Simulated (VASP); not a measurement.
Band structure of Ga4P3Sb (ordered alloy cell). Method: PBE GGA, VASP's PBE PAW potentials (set 64) (plane waves; VASP).

Unless said otherwise, spin-orbit coupling is left out, though it shifts the bands of the heavy elements here.

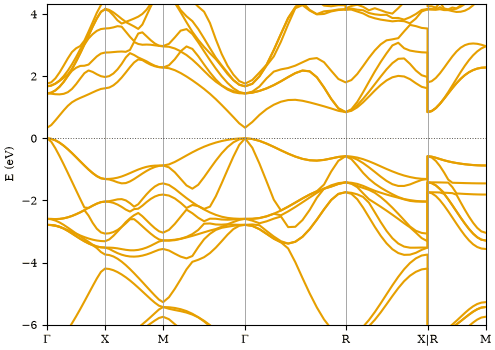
*Bands along high-symmetry lines, zero at the valence-band maximum or, without a gap, the Fermi level*

### Question
Read the plot: is there a gap, and where are the band edges?

### Answer
The gap is direct, 0.34 eV, from the valence maximum at Γ to the conduction minimum at Γ. (Edges off the drawn lines would not show.)

The structure was generated: Ga4P3Sb was put into an ordered model structure (P-43m), which need not be its known phase. It was relaxed first.
